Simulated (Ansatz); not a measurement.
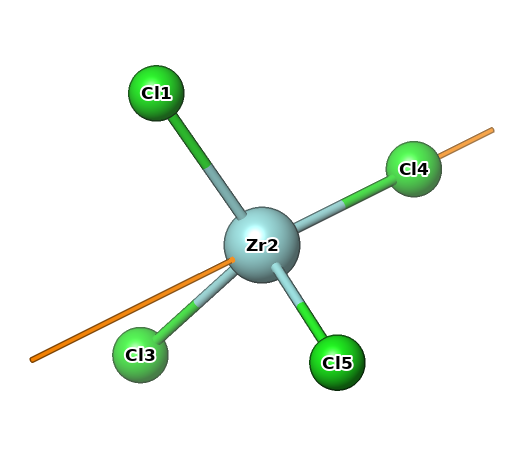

A line through the centre of mass is drawn in. Distant atoms are faded towards the background colour. The species is neutral and a spin singlet. Computed geometry: PBE0-D4/def2-TZVP optimisation.

**Is the line a proper rotation axis of the structure, and of what order?**

Yes, a C3 axis. A turn by 120° leaves Zr2, Cl4 in place and moves Cl1 → Cl5 → Cl3 → Cl1. The point group is Td.
